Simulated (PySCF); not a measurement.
**C₅H₅Cl₃Si: density, localisation and related maps**

```xyz
14

Cl    2.6675    0.4175    1.5581
C     2.0526   -0.1078   -0.0397
Cl    2.5166   -1.8213   -0.2740
Cl    2.8740    0.8515   -1.2795
C     0.5677    0.0187   -0.0716
C    -0.1427    0.7654   -0.9257
Si   -1.9839    0.5732   -0.5386
C    -1.5268   -0.6033    0.8636
C    -0.1990   -0.7403    0.9203
H     0.3180    1.3615   -1.6927
H    -2.5829    1.8271   -0.0884
H    -2.7093   -0.0665   -1.6332
H    -2.1797   -1.1179    1.5475
H     0.3272   -1.3583    1.6318
```

Geometry: GFN2-xTB.

All numbers below come from PBE0/def2-SVPD, SCF density, gas phase in PySCF.

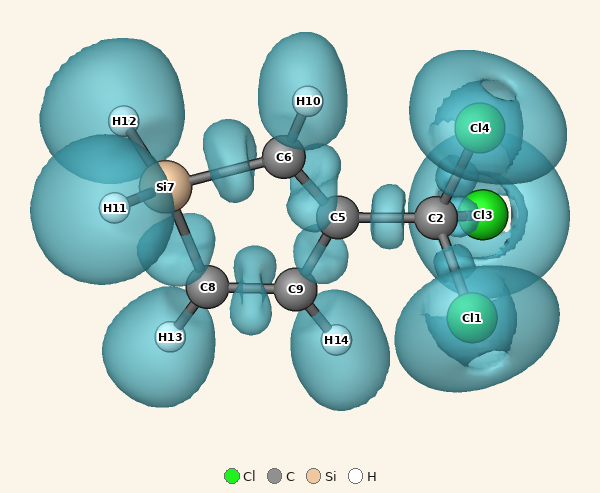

Figure 1. Isosurface of the electron localisation function at 0.8 (cyan), seen at a tilt. Core shells and regions of very low density are left out.

Question: Identify the bonds, lone pairs and shells in this picture.

Answer: At this value the surface marks out four regions between bonded C–C atoms (shared pairs), three regions between bonded C–Cl atoms (shared pairs), two regions between bonded C–Si atoms (shared pairs), five regions around hydrogen nuclei and three rings or bowls of non-bonding electrons around Cl.


C–C (1.34 Å): the ELF peaks at about 0.95 between the atoms: a short, multiple covalent bond. C–Cl (1.77 Å): the ELF peaks at about 0.90 between the atoms, as expected for a covalent bond.

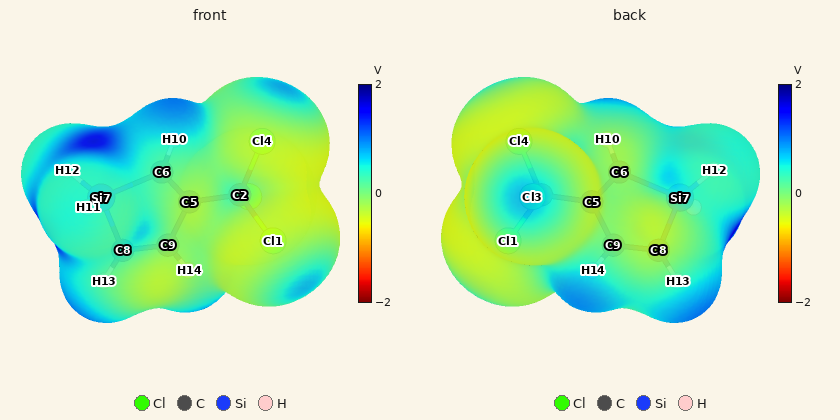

Figure 2. The molecular electrostatic potential painted on the density surface at 0.002 e/bohr³, seen from the front and from behind; red is negative and blue positive.

Question: Which sites attract a positive test charge, and which a negative one?

Answer: A positive charge is drawn to the negative regions and a negative charge to the positive ones. The most negative region (about −0.5 V, or −12 kcal/mol for a unit charge) lies over Cl1, Cl3 and Cl4, the most positive (about +1.5 V, or +35 kcal/mol for a unit charge) over Si7. Cl1 shows a σ-hole: about +0.7 V, or +16 kcal/mol for a unit charge at the tip opposite its bond, against about −0.3 V on its flanks. Cl3 shows a σ-hole: about +0.8 V, or +18 kcal/mol for a unit charge at the tip opposite its bond, against about −0.3 V, or −7 kcal/mol for a unit charge on its flanks. Cl4 shows a σ-hole: about +0.8 V, or +18 kcal/mol for a unit charge at the tip opposite its bond, against about −0.2 V on its flanks.

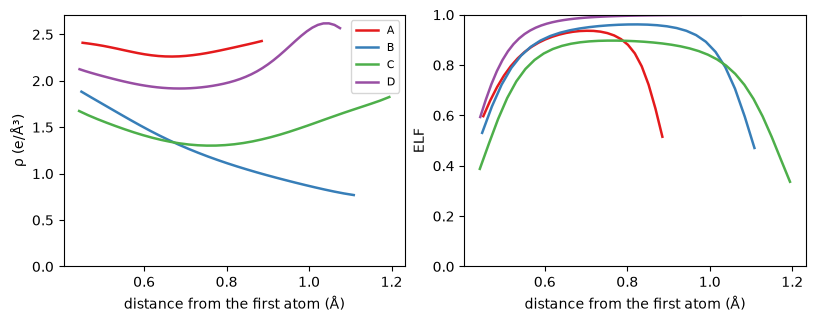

Figure 3. Electron density and ELF along straight lines between neighbouring atoms. The curves leave out the atomic cores.

Question: Which curve belongs to which contact (C–C, C–Cl, C–H and C–Si)? The first atom named is at distance zero.

Answer: Curve A: C–C (1.34 Å): ρ is about 2.3 e/Å³ halfway; the ELF peaks at about 0.95 between the atoms; a short, multiple covalent bond. Curve B: C–Si (1.89 Å): ρ at the midpoint is about 0.93 e/Å³; the ELF peaks at about 0.95 between the atoms (localised, covalent bonding). Curve C: C–Cl (1.77 Å): ρ is about 1.4 e/Å³ halfway; the ELF peaks at about 0.90 between the atoms: a covalent bond. Curve D: C–H (1.08 Å): ρ is about 2 e/Å³ halfway; the ELF climbs to about 1 towards the hydrogen, as it does in any bond to H: a covalent bond by its length.
